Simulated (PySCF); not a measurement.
The calculation's input:

```
mol = gto.M(atom='''
W      0.00000     0.00000    -0.18034
O      0.88991     1.06394     0.83092
O     -0.88991    -1.06394     0.83092
O      1.21025    -0.99199    -1.23902
H      1.28890    -1.95342    -1.30123
O     -1.21025     0.99199    -1.23902
H     -1.28890     1.95342    -1.30123''',
    basis={'W': 'def2-SVP', 'O': 'def2-SVP', 'H': 'def2-SVP'},
    ecp={'W': 'def2-SVP'},
    charge=0, spin=0)
mf = dft.RKS(mol, xc='R2SCAN')
mf.grids.atom_grid = (75, 302)  # f atoms: at least (60, 302), unpruned
mf = mf.density_fit()  # W def2-universal-JKFIT, O def2-universal-JKFIT, H def2-universal-JKFIT
mf.conv_tol = 1e-09; mf.max_cycle = 55
mf.kernel(dm0)
```

Launched as:

```sh
OMP_NUM_THREADS=2 python run.py
```

Core potentials replace the inner electrons of W.

Method: RKS r2SCAN, W def2-SVP with ECP60, O def2-SVP, H def2-SVP; non-relativistic Hamiltonian with scalar-relativistic core potentials where named; density fitting in PySCF 2.14.0.

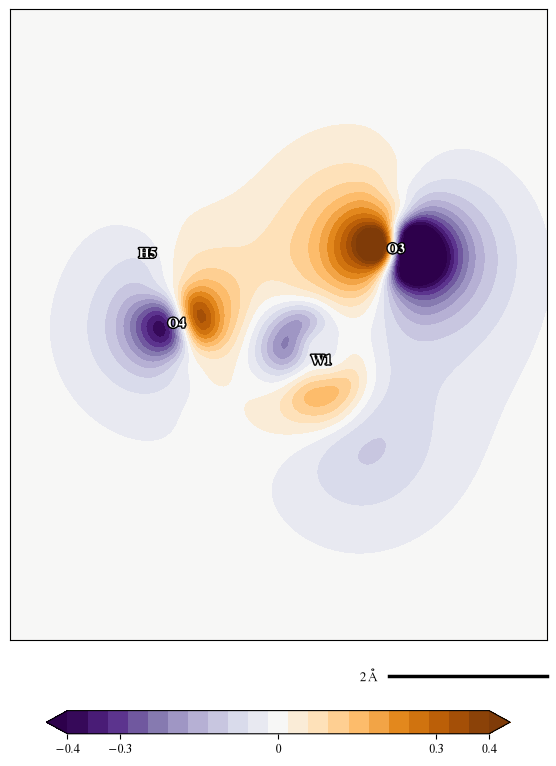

H₂O₄W. The HOMO−1 on the plane of atoms W1, O4 and H5 (values in Å⁻³ᐟ²; the overall sign is arbitrary).

Where does this orbital lie, and at what energy?

Its weight (Hirshfeld) is mainly on O2 (about 30 %), O3 (about 30 %), O4 (about 15 %), O6 (about 15 %) and W1 (about 10 %); largely a combination of lone pairs on O2, O3, O4 and O6. Its energy is −8.30 eV.
